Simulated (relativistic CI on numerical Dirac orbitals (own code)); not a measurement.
```
atom Dy  Z=66  charge=2  electrons=64
nucleus A=164  rms_radius_fm=5.2218
hamiltonian dirac-coulomb  breit=on  qed=on  c_scale=1
orbitals kli  potential=per-configuration
slater_scale 0.7
correlation none
mixing on
configurations
  [Xe] 4f10
  [Ar] 3d9 4s2 4p6 4d10 4f11 5s2 5p6
end
absorption M4,5 T=300 lorentz=0.9 gauss=0.4
crystal_field Oh B40=-1440 B60=230
```

Multiplet model: relativistic Dirac–Coulomb–Breit theory, one configuration a step, Slater integrals scaled by 0.7, 300 K, Voigt broadening (Lorentzian 0.9 eV, Gaussian 0.4 eV full widths), computed with a radial Dirac CI code.

The M₄,₅ X-ray absorption spectrum that results:

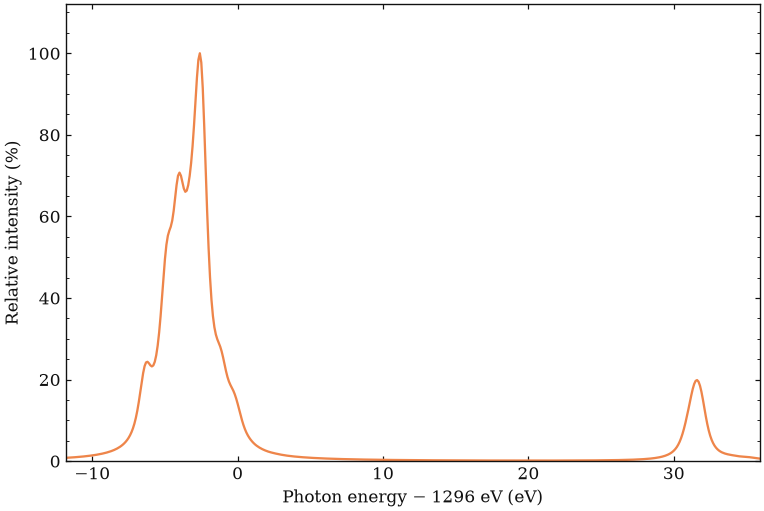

The main maxima lie at 1289.8 eV (24), 1292.0 eV (71), 1293.4 eV (100) and 1327.6 eV (20), heights in % of the largest; the centroid is at 1296.2 eV. The lower edge holds 0.90 of the intensity (branching ratio, edges parted at 1313 eV), and the core spin-orbit splitting of the orbitals is 37.0 eV. The ground state has S = 1.93.

Caveat: free-ion energies, so absolute edge positions are off by a few eV from solids.
